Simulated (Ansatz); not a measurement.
**Geometry relaxation, with input and output: ZrN₃H₆Cl (part 2 of 2)**

ZrN₃H₆Cl; RKS PBE-D4/def2-SVP (Ansatz 0.2.0). The input holds or restrains some coordinates. It belongs to a series of runs on one base structure; here: pulled along the bonds that form and break, towards end B.

Geometry of the input (Å):
```
Zr 0.0053  -0.5104  0.0439
Cl 0.1380  -1.2540  -2.9167
N  0.6664  1.0218  -1.0145
H  0.4706  0.2722  -2.1014
N  1.1049  -0.6579  1.7350
N  -1.9695  -0.0989  0.3309
H  1.6951  1.1619  -1.0204
H  1.9038  -0.0259  1.8636
H  0.6261  -0.7046  2.6396
H  -2.2188  0.6415  1.0000
H  -2.4220  0.1543  -0.5600
```

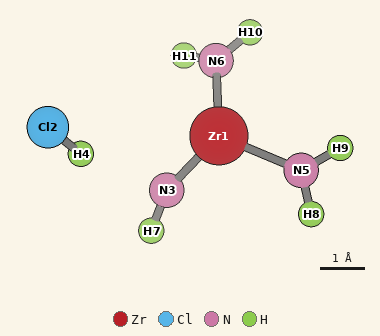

Figure 1. The geometry at step 9 of the log (ball-and-stick view, seen at a tilt; atoms are numbered from 1 in the order of the input).

### Trajectory as extended XYZ, continued
```
11
Properties=species:S:1:pos:R:3:forces:R:3 step=3 energy=-18354.34965
Zr   -0.0133   -0.4018    0.2935   -0.0318   1.5343  -6.5471
Cl    0.1810   -1.2152   -3.1956    0.1922   1.2259   1.2965
N     0.6888    1.1308   -0.8011   -0.5218  -2.4690   0.1355
H     0.4047    0.0027   -2.3762   -0.2136  -0.6708  -0.0421
N     1.1262   -0.6572    1.7796    1.5461  -0.2309   2.7493
N    -1.9844   -0.0944    0.3398   -1.0059   0.1425   0.4583
H     1.7060    1.1700   -1.0172   -0.0376   0.3419   0.2178
H     1.9151   -0.0252    1.8707    0.6805   0.1278   0.2885
H     0.6283   -0.7085    2.6591    0.0099  -0.2411   1.1018
H    -2.2309    0.6425    1.0060   -0.6151   0.1063   0.3018
H    -2.4216    0.1562   -0.5586   -0.0030   0.1331   0.0395
11
Properties=species:S:1:pos:R:3:forces:R:3 step=4 energy=-18354.31649
Zr   -0.0211   -0.3243    0.3557    0.2397   1.0780  -5.1982
Cl    0.2063   -1.1957   -3.3658    0.0799   0.6486   0.8601
N     0.6965    1.1420   -0.7161   -0.0748  -1.9167  -0.0395
H     0.3810   -0.1251   -2.5210   -0.0918  -0.2597  -0.1576
N     1.1565   -0.6638    1.8365    0.9774  -0.2378   2.0191
N    -2.0145   -0.0913    0.3551   -0.9269   0.0039   0.3666
H     1.6998    1.1802   -1.0050   -0.2535   0.4261   0.2762
H     1.9427   -0.0203    1.8922    0.5555   0.0491   0.4612
H     0.6343   -0.7144    2.7064    0.2731  -0.1748   1.0196
H    -2.2572    0.6494    1.0173   -0.7245   0.1781   0.2889
H    -2.4244    0.1634   -0.5554   -0.0541   0.2052   0.1035
11
Properties=species:S:1:pos:R:3:forces:R:3 step=5 energy=-18354.81357
Zr   -0.0125   -0.2819    0.3341   -0.0100  -0.1998  -1.9534
Cl    0.2366   -1.1893   -3.5580   -0.0019   0.2879   0.5566
N     0.7093    1.0689   -0.7659    0.3599  -0.8454  -0.3367
H     0.3676   -0.1988   -2.6651    0.0317   0.0426  -0.0353
N     1.1689   -0.6432    1.9202   -0.0859   0.3533   0.4982
N    -2.0588   -0.0759    0.3834   -0.0771   0.2510   0.3671
H     1.7144    1.2379   -0.9621   -0.1891   0.3961  -0.0263
H     1.9978   -0.0344    1.9685    0.1051  -0.2519   0.5225
H     0.6751   -0.7288    2.8184    0.5342  -0.0489   0.3845
H    -2.3503    0.6526    1.0585   -0.4842  -0.2257  -0.0553
H    -2.4482    0.1931   -0.5320   -0.1828   0.2410   0.0781
11
Properties=species:S:1:pos:R:3:forces:R:3 step=6 energy=-18355.17807
Zr   -0.0004   -0.3023    0.2770    0.0045  -0.0578  -0.2959
Cl    0.2357   -1.2319   -3.6640   -0.0161   0.2534   0.4465
N     0.7607    0.9717   -0.8713    1.0556  -0.3081  -0.1344
H     0.3846   -0.2096   -2.8201    0.0722   0.0233   0.0624
N     1.1258   -0.5469    1.9885    0.0703   0.4630   0.2844
N    -2.0671   -0.0353    0.3775   -0.0985   0.7335   0.4372
H     1.7488    1.3442   -0.9495   -1.0354  -0.1324  -0.1532
H     2.0618   -0.0909    2.0855   -0.6193  -0.4103   0.1360
H     0.7437   -0.7540    2.9350    0.3848   0.0909  -0.4241
H    -2.4936    0.5518    1.1426    0.1611  -0.7628  -0.6036
H    -2.5000    0.3033   -0.5011    0.0208   0.1072   0.2447
11
Properties=species:S:1:pos:R:3:forces:R:3 step=7 energy=-18355.36471
Zr    0.0364   -0.3323    0.2418   -0.0308  -0.2550  -0.0758
Cl    0.2258   -1.2289   -3.7151   -0.0164   0.1852   0.3306
N     0.8151    0.9045   -0.9182    0.8134  -0.1069  -0.3014
H     0.4045   -0.1843   -2.9127    0.0650   0.0341   0.1896
N     1.0345   -0.4701    2.0258    0.2946   0.1567   0.2183
N    -1.9998   -0.0308    0.4046   -0.2873   0.6309   0.1206
H     1.7455    1.3625   -1.0671   -0.7406  -0.0969  -0.1200
H     1.9951   -0.0983    2.1568   -0.4231  -0.1709   0.1162
H     0.6493   -0.7245    2.9528    0.2103   0.0869  -0.2675
H    -2.4595    0.3844    1.2466    0.1258  -0.5137  -0.4909
H    -2.4469    0.4178   -0.4152   -0.0109   0.0495   0.2802
11
Properties=species:S:1:pos:R:3:forces:R:3 step=8 energy=-18355.52827
Zr    0.0576   -0.3588    0.2549    0.0788  -0.2871  -0.1099
Cl    0.1591   -1.2285   -3.7140   -0.0024   0.1620   0.2656
N     0.8806    0.8270   -0.9143    0.5254   0.0414  -0.2955
H     0.3972   -0.1811   -2.9350    0.0517   0.0004   0.2460
N     1.0271   -0.4383    2.0618    0.1104   0.0117   0.0629
N    -1.9670   -0.0039    0.3643   -0.3951   0.6455   0.1524
H     1.7225    1.3907   -1.1502   -0.5345  -0.1492  -0.0669
H     1.9667   -0.0439    2.2175   -0.1556  -0.0578   0.1019
H     0.6516   -0.7431    2.9724    0.1054   0.0781  -0.0997
H    -2.5203    0.1949    1.2271    0.2274  -0.3454  -0.5449
H    -2.3750    0.5850   -0.3846   -0.0115  -0.0996   0.2883
11
Properties=species:S:1:pos:R:3:forces:R:3 step=9 energy=-18355.65280
Zr    0.0990   -0.3654    0.2642   -0.1719  -0.0897  -0.2517
Cl    0.1105   -1.2392   -3.7049    0.0025   0.1226   0.2419
N     0.9321    0.8053   -0.9073    0.2675  -0.0253  -0.2354
H     0.3826   -0.2187   -2.9052    0.0567   0.0324   0.2576
N     1.0399   -0.4524    2.0908    0.0768   0.0048   0.0132
N    -1.9192    0.0653    0.3357   -0.1938   0.2408   0.2051
H     1.6590    1.4486   -1.2631   -0.3192  -0.1369   0.0189
H     1.9574   -0.0357    2.2935   -0.0230  -0.0076   0.0473
H     0.6401   -0.7550    2.9892    0.0162   0.0311  -0.0150
H    -2.5705    0.0191    1.1460    0.2971  -0.1054  -0.4329
H    -2.3310    0.7281   -0.3390   -0.0089  -0.0668   0.1510
11
Properties=species:S:1:pos:R:3:forces:R:3 step=10 energy=-18355.70357
Zr    0.1036   -0.3836    0.2635    0.1272  -0.0306  -0.2967
Cl    0.0687   -1.2162   -3.7128    0.0179   0.1314   0.2884
N     0.9944    0.7732   -0.8740   -0.1100  -0.1798  -0.1904
H     0.3812   -0.2596   -2.8484    0.0586   0.0365   0.2044
N     1.0505   -0.4572    2.0914   -0.0179  -0.0265   0.0050
N    -1.8903    0.1134    0.3208   -0.2196   0.0512   0.0846
H     1.6200    1.4632   -1.3048   -0.0619  -0.0106  -0.0027
H     1.9688   -0.0453    2.2941    0.0148   0.0189   0.0191
H     0.6215   -0.6850    2.9976    0.0033  -0.0062   0.0187
H    -2.5945   -0.1438    1.0325    0.1838   0.0018  -0.1141
H    -2.3240    0.8409   -0.2600    0.0036   0.0139  -0.0163
11
Properties=species:S:1:pos:R:3:forces:R:3 step=11 energy=-18355.70571
Zr    0.1171   -0.3941    0.2542   -0.2917  -0.2549  -0.0669
Cl    0.0400   -1.2119   -3.7234    0.0575   0.1059   0.3147
N     0.9770    0.7805   -0.8638    0.2415   0.1572  -0.5354
H     0.4364   -0.3255   -2.8197    0.0049   0.0931   0.1681
N     1.0531   -0.4703    2.0886   -0.0001  -0.0155   0.0347
N    -1.8730    0.1375    0.3129    0.1323  -0.0715  -0.0067
H     1.5461    1.5021   -1.3258   -0.0993  -0.0861   0.0671
H     1.9458   -0.0203    2.3207    0.0295   0.0127   0.0177
H     0.6152   -0.7332    2.9817    0.0068   0.0058   0.0023
H    -2.5563   -0.1407    1.0291   -0.0282   0.0226  -0.0062
H    -2.3016    0.8759   -0.2547   -0.0534   0.0308   0.0106
11
Properties=species:S:1:pos:R:3:forces:R:3 step=12 energy=-18355.69038 accepted=F
Zr    0.1239   -0.4038    0.2532   -0.0911  -0.1671  -0.2170
Cl    0.1303   -1.2710   -3.7160    0.0341   0.5383   0.6561
N     1.0036    0.7593   -0.8718   -0.0038   0.1978  -0.3814
H     0.3139   -0.2731   -2.8263    0.0799  -0.3629  -0.1566
N     1.0527   -0.4827    2.0944   -0.0042   0.0202   0.0166
N    -1.8608    0.1448    0.2998    0.0282   0.0027   0.0245
H     1.5124    1.5288   -1.3302   -0.0569  -0.2050   0.0780
H     1.9465   -0.0350    2.3301    0.0085   0.0002  -0.0019
H     0.6082   -0.7334    2.9881    0.0033  -0.0027  -0.0086
H    -2.5414   -0.1411    1.0182    0.0064   0.0316  -0.0423
H    -2.2894    0.9072   -0.2394   -0.0044  -0.0530   0.0327
11
Properties=species:S:1:pos:R:3:forces:R:3 step=13 energy=-18355.70745
Zr    0.1070   -0.3961    0.2533    0.0547   0.0419  -0.3944
Cl    0.0676   -1.2236   -3.7238    0.0318   0.1090   0.2743
N     1.0005    0.7598   -0.8784   -0.0854  -0.1508  -0.2031
H     0.4312   -0.2888   -2.8571    0.0296   0.0570   0.2188
N     1.0364   -0.4608    2.0893    0.0470  -0.0289   0.0545
N    -1.8721    0.1505    0.3147   -0.0775  -0.0584   0.0547
H     1.5683    1.4860   -1.3282   -0.0139  -0.0220   0.0082
H     1.9447   -0.0368    2.3142   -0.0116   0.0081  -0.0049
H     0.5983   -0.7062    2.9866   -0.0114   0.0035   0.0227
H    -2.5232   -0.1622    1.0497    0.0038   0.0222  -0.0174
H    -2.3587    0.8782   -0.2203    0.0330   0.0185  -0.0136
11
Properties=species:S:1:pos:R:3:forces:R:3 step=14 energy=-18355.70655 accepted=F
Zr    0.1248   -0.3971    0.2417    0.0085  -0.1290  -0.2732
Cl    0.0527   -1.2229   -3.7347    0.0291   0.1087   0.2976
N     1.0121    0.7634   -0.8884   -0.0778  -0.0838  -0.2058
H     0.4042   -0.3041   -2.8454    0.0512   0.0769   0.1903
N     1.0293   -0.4669    2.0933    0.0016   0.0069  -0.0171
N    -1.8570    0.1357    0.3170   -0.0536   0.0047   0.0258
H     1.5762    1.4892   -1.3435   -0.0171  -0.0192   0.0096
H     1.9028    0.0160    2.3311    0.0626  -0.0066   0.0266
H     0.5894   -0.7348    2.9835   -0.0062   0.0150   0.0017
H    -2.5271   -0.1871    1.0296    0.0226   0.0203  -0.0047
H    -2.3075    0.9086   -0.1842   -0.0209   0.0061  -0.0509
11
Properties=species:S:1:pos:R:3:forces:R:3 step=15 energy=-18355.70992
Zr    0.1132   -0.3979    0.2521    0.0194   0.0111  -0.3066
Cl    0.0722   -1.2257   -3.7243    0.0279   0.1174   0.3004
N     0.9933    0.7719   -0.8746   -0.0807  -0.1630  -0.2246
H     0.4111   -0.2991   -2.8376    0.0448   0.0656   0.1904
N     1.0432   -0.4701    2.0906    0.0097  -0.0142   0.0097
N    -1.8696    0.1410    0.3140   -0.0315  -0.0293   0.0232
H     1.5539    1.5002   -1.3296   -0.0101  -0.0144   0.0068
H     1.9477   -0.0393    2.3163    0.0061   0.0119   0.0039
H     0.6015   -0.7104    2.9876   -0.0044  -0.0035   0.0128
H    -2.5389   -0.1469    1.0415    0.0068   0.0022  -0.0083
H    -2.3277    0.8763   -0.2360    0.0120   0.0160  -0.0076
```

### Results in brief

```tsv
quantity	value
outcome	converged under the restraints of the input
total energy	−18355.7100 eV
mean-field energy	−18355.4653 eV
largest force (length of the vector) at the end, held atoms and coordinates included	0.324 eV/Å
hardware	2 threads of Intel Xeon (Granite Rapids), 16 GiB of memory available, shared host
wall time	24 s (CPU time 46 s)
peak memory	0.19 GiB
```
